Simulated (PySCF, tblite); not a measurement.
**C2H4BF2Si radical: geometry, infrared bands and EPR parameters**

Wanted: the infrared bands and EPR parameters of C2H4BF2Si radical (`B[Si]1CC1(F)F`), by calculation.

Computed with tblite 0.8.0 and PySCF 2.14.0, with density-fitted response routines of our own, on a single molecule in the gas phase. Atoms are numbered from 0 throughout.

## (1) The starting structure

10 atoms, charge 0, multiplicity 2; geometry from: force field or distance geometry start.

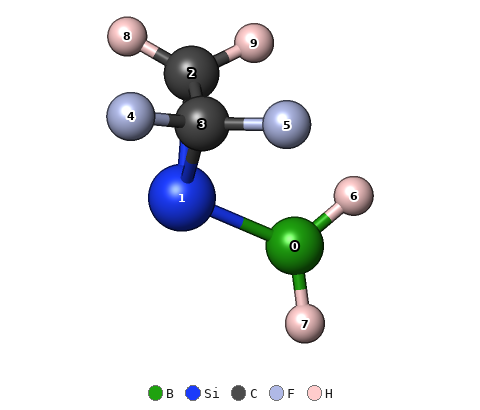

As it starts; boron green, silicon blue, carbon dark grey, fluorine light blue, hydrogen pink, atoms numbered.

## (2) Optimising the geometry with GFN2-xTB

What the job is given:

```
{"job": {"kind": "relax", "xc": "GFN2-xTB", "basis": "xTB"}, "charge": 0, "multiplicity": 2}
B      2.002700    -0.147800    -0.222400
Si     0.317500    -1.082700     0.064100
C     -1.104500    -0.079900    -0.648000
C     -0.961000     0.089700     0.802000
F     -1.955600    -0.512200     1.574100
F     -0.503100     1.318800     1.218100
H      2.007700     0.852200    -0.863000
H      3.002300    -0.555900     0.249500
H     -1.989100    -0.683900    -0.953700
H     -0.808000     0.806500    -1.243300
```

Command:

```
OMP_NUM_THREADS=1 python probes_run.py task.json out
```

This one command runs all jobs of the session in turn.

The program printed:

```text
step      E/eV     max force
  0    -506.24514    2.361
  1    -506.40485    1.006
  2    -506.49665    0.904
  3    -506.59149    0.730
  4    -506.62056    0.604
  5    -506.64262    0.445
  6    -506.65400    0.401
  7    -506.66721    0.369
  8    -506.67933    0.400
  9    -506.69579    0.448
 10    -506.71372    0.485
 11    -506.73089    0.435
 12    -506.74579    0.355
 13    -506.76137    0.443
 14    -506.78057    0.451
 15    -506.80713    0.660
 16    -506.84226    0.679
 17    -506.88347    0.927
 18    -506.94576    1.039
 19    -506.99267    0.788
 20    -507.02690    0.674
 21    -507.05267    0.585
 22    -507.08387    0.744
 23    -507.09150    0.879
 24    -507.13029    0.438
 25    -507.14085    0.387
 26    -507.16051    0.366
 27    -507.17291    0.402
 28    -507.19518    0.382
 29    -507.20945    0.353
 30    -507.21947    0.247
 31    -507.22463    0.245
 32    -507.22883    0.173
 33    -507.23207    0.183
 34    -507.23765    0.255
 35    -507.24108    0.206
 36    -507.24335    0.111
 37    -507.24446    0.109
 38    -507.24558    0.127
 39    -507.24699    0.133
 40    -507.24874    0.125
 41    -507.25016    0.102
 42    -507.25115    0.084
 43    -507.25228    0.094
 44    -507.25370    0.082
 45    -507.25544    0.143
 46    -507.25699    0.113
 47    -507.25792    0.088
 48    -507.25835    0.050
 49    -507.25870    0.051
 50    -507.25923    0.084
 51    -507.25999    0.129
 52    -507.26093    0.124
 53    -507.26197    0.115
 54    -507.26315    0.140
 55    -507.26452    0.133
 56    -507.26593    0.156
 57    -507.26678    0.097
 58    -507.26707    0.027
 59    -507.26714    0.026
 60    -507.26716    0.026
 61    -507.26719    0.015
 62    -507.26723    0.016
 63    -507.26725    0.013
 64    -507.26728    0.011
 65    -507.26729    0.012
 66    -507.26731    0.011
 67    -507.26732    0.013
 68    -507.26734    0.014
 69    -507.26736    0.013
 70    -507.26737    0.011
 71    -507.26739    0.011
 72    -507.26741    0.013
 73    -507.26742    0.012
 74    -507.26744    0.009
```

Wall time 0.34 s (1 thread of Arm Neoverse V1, shared host).

Relaxation path: (not every step is listed)

| step | energy from step 0 (eV) | largest force (eV/Å) |
| --- | --- | --- |
| 0 | 0.0000 | 2.3611 |
| 1 | -0.1597 | 1.0063 |
| 2 | -0.2515 | 0.9036 |
| 3 | -0.3464 | 0.7301 |
| 4 | -0.3754 | 0.6036 |
| 5 | -0.3975 | 0.4448 |
| 6 | -0.4089 | 0.4014 |
| 7 | -0.4221 | 0.3695 |
| 8 | -0.4342 | 0.4001 |
| 14 | -0.5354 | 0.4513 |
| 20 | -0.7818 | 0.6741 |
| 26 | -0.9154 | 0.3664 |
| 32 | -0.9837 | 0.1735 |
| 38 | -1.0004 | 0.1269 |
| 44 | -1.0086 | 0.0816 |
| 50 | -1.0141 | 0.0842 |
| 56 | -1.0208 | 0.1562 |
| 62 | -1.0221 | 0.0157 |
| 68 | -1.0222 | 0.0145 |
| 69 | -1.0222 | 0.0132 |
| 70 | -1.0222 | 0.0110 |
| 71 | -1.0222 | 0.0107 |
| 72 | -1.0223 | 0.0135 |
| 73 | -1.0223 | 0.0116 |
| 74 | -1.0223 | 0.0095 |

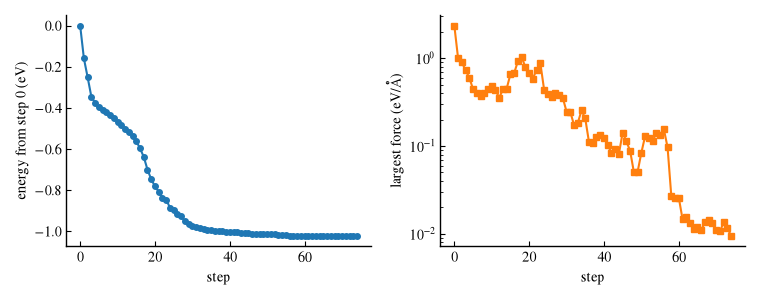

Energy and largest force along the relaxation.

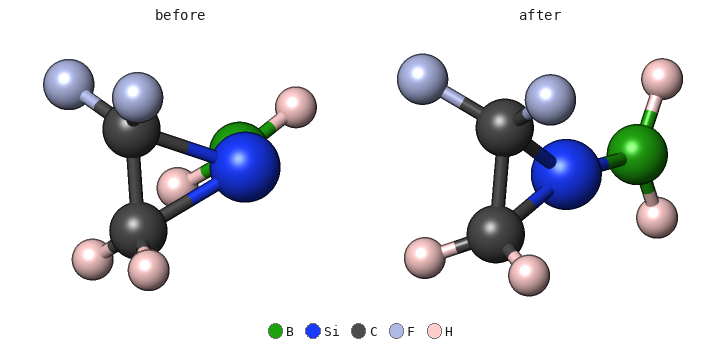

The geometry before (left) and after (right).

Distances of close pairs at the start and the end, largest changes first:

| bond | before (Å) | after (Å) | change (Å) |
| --- | --- | --- | --- |
| B0–Si1 | 1.948 | 1.869 | -0.079 |
| C2–C3 | 1.467 | 1.541 | +0.074 |
| Si1–C3 | 1.885 | 1.919 | +0.034 |
| Si1–C2 | 1.880 | 1.910 | +0.030 |
| C3–F4 | 1.396 | 1.366 | -0.029 |
| C2–H8 | 1.114 | 1.085 | -0.029 |
| C2–H9 | 1.108 | 1.085 | -0.023 |
| B0–H6 | 1.188 | 1.171 | -0.016 |

The next job starts from the end point, and lists it.

## (3) Infrared spectrum with GFN2-xTB

What the job is given:

```
{"job": {"kind": "ir", "xc": "GFN2-xTB", "basis": "xTB"}, "charge": 0, "multiplicity": 2}
B      2.402490    -0.272998    -0.317300
Si     0.549287    -0.064026    -0.191694
C     -1.289720     0.149574    -0.659814
C     -1.044657     0.114766     0.861390
F     -1.637394    -0.918910     1.530342
F     -1.383291     1.254967     1.534822
H      2.915380    -0.324106    -1.369104
H      3.054734    -0.352990     0.651934
H     -1.882019    -0.677014    -1.038029
H     -1.675927     1.095391    -1.025074
```

The program printed:

```text
mode    cm-1     km/mol
  1      88.2      3.99
  2     110.4     11.07
  3     181.9      0.56
  4     204.4      2.83
  5     329.9     52.62
  6     336.2      0.17
  7     433.7      5.69
  8     607.3     33.54
  9     613.3      3.22
 10     641.2     15.81
 11     652.5     54.90
 12     709.9      5.76
 13     886.4     62.53
 14     900.5     15.40
 15     941.1    135.47
 16    1050.7     11.01
 17    1075.9    119.83
 18    1173.3     12.73
 19    1212.2    134.03
 20    1389.3     12.12
 21    2612.7    106.67
 22    2648.9     83.90
 23    3026.4      4.66
 24    3037.1      4.13
```

It took 0.22 s on 1 thread of Arm Neoverse V1, shared host.

Which atoms move in the most intense modes:

```
cm⁻¹  km/mol                               atoms
 330    52.6          Si1 37 %, F5 22 %, F4 21 %
 652    54.9           H6 40 %, H7 38 %, B0 22 %
 886    62.5  H8 29 %, H9 28 %, C3 14 %, F5 12 %
 941   135.5                   Si1 30 %, B0 20 %
1076   119.8           C3 55 %, H9 15 %, H8 13 %
1212   134.0                             C3 65 %
2613   106.7                    H7 50 %, H6 46 %
2649    83.9           H6 46 %, H7 43 %, B0 11 %
```

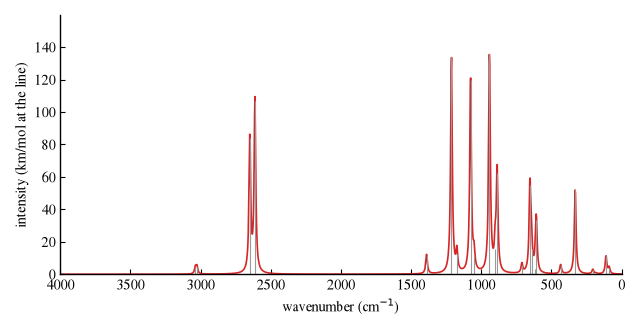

The infrared spectrum from these modes, unscaled. Lines are broadened to a width of 14 cm⁻¹ (Lorentzian).

## (4) EPR parameters: B3LYP/pcH-1

Settings changed since step 3:

```diff
@@ -1,2 +1,2 @@
-{"job": {"kind": "ir", "xc": "GFN2-xTB", "basis": "xTB"}, "charge": 0, "multiplicity": 2}
+{"job": {"kind": "epr", "basis": "pcH-1"}, "charge": 0, "multiplicity": 2}
 B      2.402490    -0.272998    -0.317300
```

With the program's defaults for keys left out, this is: UKS B3LYP, pcH-1 on B C F H Si, non-relativistic, mean-field spin-orbit, GIAO.

The program printed:

```text
UKS, coarse grid
  cycle   1  E = -592.43559045  |g| = 5.46e-01
  cycle   2  E = -592.29884193  |g| = 8.60e-01
  cycle   3  E = -592.54448393  |g| = 7.53e-02
  cycle   4  E = -592.54642786  |g| = 3.77e-02
  cycle   5  E = -592.54709336  |g| = 9.33e-03
  cycle   6  E = -592.54714795  |g| = 3.66e-03
  cycle   7  E = -592.54715893  |g| = 9.01e-04
  cycle   8  E = -592.54716052  |g| = 5.44e-04
UKS, final grid
  cycle   1  E = -592.54712555  |g| = 5.95e-04
  cycle   2  E = -592.54712543  |g| = 8.08e-04
  cycle   3  E = -592.54712576  |g| = 1.01e-04
  cycle   4  E = -592.54712576  |g| = 5.25e-05
  cycle   5  E = -592.54712577  |g| = 3.03e-05
  cycle   6  E = -592.54712577  |g| = 3.61e-06
E = -592.54712577 Eh   <S^2> = 0.7532 (exact 0.7500)
g shifts (ppm)      1          2          3
  rmc          -101       -101       -101
  gc             -5         20         25
  oz_so         144        390       2852
  total          38        309       2777
hyperfine (MHz)  atom isotope    a_iso     a_fc   dipolar eigenvalues
    0   11B       9.85       9.97    -16.80    -16.46     33.26
    1  29Si     -73.73     -74.20   -137.49     65.31     72.17
    2   13C     -10.37     -10.41     -3.67      1.30      2.37
    3   13C     -14.88     -14.88     -4.10      1.73      2.38
    4   19F       8.98       9.01    -15.93     -7.29     23.22
    5   19F       9.26       9.28    -16.07     -7.46     23.53
    6    1H     -21.60     -21.57     -9.57      0.00      9.57
    7    1H     -22.84     -22.82     -9.57      0.01      9.56
    8    1H      30.85      30.85     -2.15     -1.61      3.76
    9    1H      31.10      31.10     -2.15     -1.61      3.76
```

Run time: 33 s. Hardware: 1 thread of Arm Neoverse V1, shared host; peak memory 0.68 GiB.

Principal g values 2.00236, 2.00263, 2.00510; g(iso) = 2.00336, against 2.00232 for a free electron.

Hyperfine couplings; where a row names several nuclei, a(iso) is their mean (it holds for fast rotation or exchange) and the dipolar term the largest among them:

| nuclei | isotope | a(iso) (MHz) | a(iso) (G, at g = 2.0023) | largest dipolar term (MHz) |
| --- | --- | --- | --- | --- |
| Si1 | 29Si | -73.7 | -26.3 | -137.5 |
| H8, H9 | 1H | 31.0 | 11.1 | 3.8 |
| H6, H7 | 1H | -22.2 | -7.9 | -9.6 |
| C3 | 13C | -14.9 | -5.3 | -4.1 |
| C2 | 13C | -10.4 | -3.7 | -3.7 |
| B0 | 11B | 9.9 | 3.5 | 33.3 |
| F4, F5 | 19F | 9.1 | 3.3 | 23.5 |

Mulliken spin populations:

```csv
atom,value (e)
B0,0.38
Si1,0.71
C2,-0.04
C3,-0.03
F4,0.00
F5,0.00
H6,-0.02
H7,-0.02
H8,0.01
H9,0.01
```

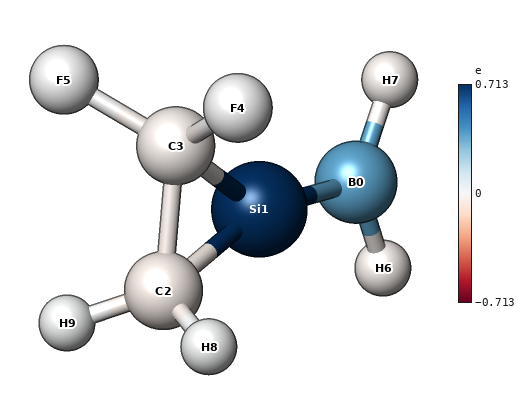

Mulliken spin populations, as colours on the atoms.

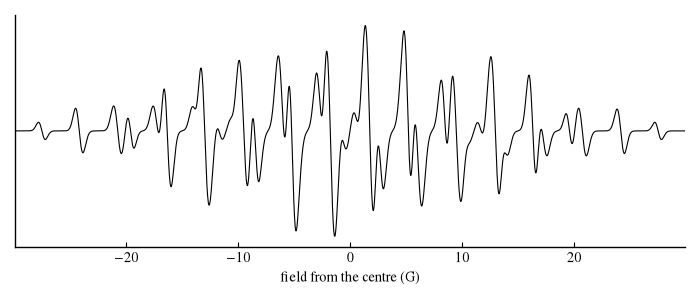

First-order isotropic spectrum (first derivative, main isotopes with spin only, couplings over 0.8 MHz, Gaussian width 0.3 G; couplings of the frozen geometry, rotation of groups not averaged beyond the rows shown).

The fields below are evaluated on a grid from the run's orbitals.

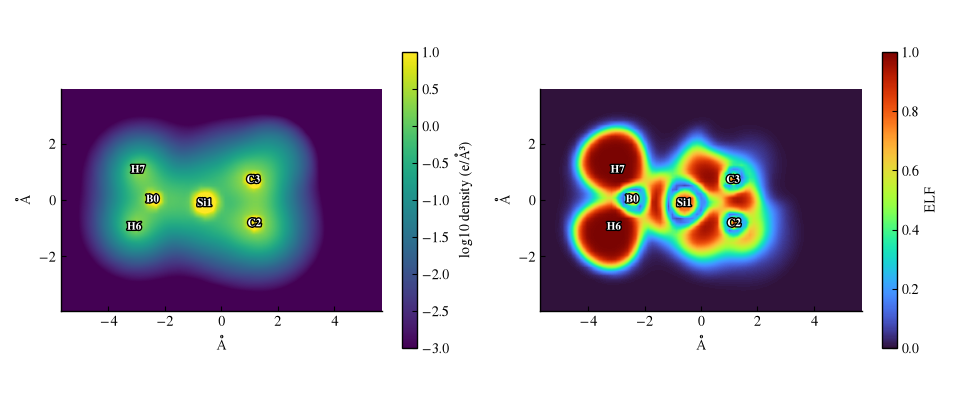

Density (left) and ELF (right) in a plane through or near 6 of the atoms.

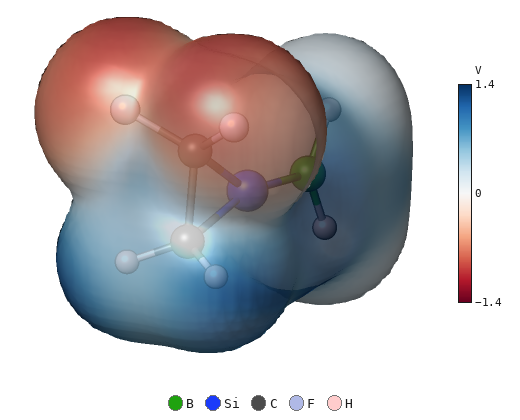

Electrostatic potential on the surface of density 0.002 e/bohr³; red is low, blue high. It runs from -0.91 V near F4 to 1.40 V near Si1.

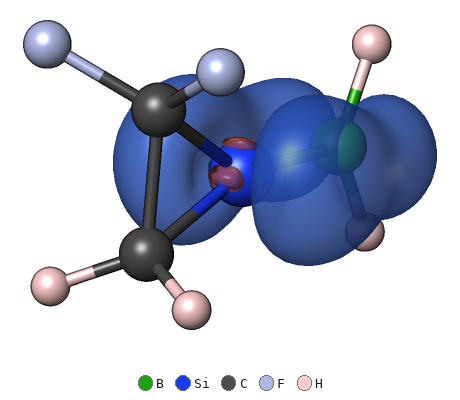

Spin density at ±0.04 e/Å³ (alpha excess blue, beta excess red).

## (5) Summary of results

| quantity | value |
| --- | --- |
| strongest single infrared mode (GFN2-xTB) | 941 cm⁻¹, 135 km/mol |
| zero-point energy (GFN2-xTB) | 35.5 kcal/mol |
| g(iso) (B3LYP) | 2.00336 |
| ⟨S²⟩ | 0.753 (exact 0.75) |
| largest a(iso) (averaged by class) | 29Si on Si1, -73.7 MHz |
| surface potential, least and greatest | -0.91 V and 1.40 V |

**Reading.** The optimisation took 74 steps and gained 1.022 eV; among the close pairs (by a distance rule), B0–Si1 changed most, from 1.948 to 1.869 Å. No mode is imaginary among the 24: a minimum at this level. The strongest single mode, at 941 cm⁻¹, is spread over many atoms; the largest shares are those of Si1, B0. Unscaled tight-binding wavenumbers are off by several per cent, some by more. Its intensities can rank the bands wrongly. Si1 carries the largest spin population, 0.71 e. The isotropic g lies 1.0 ppt above the free-electron value.
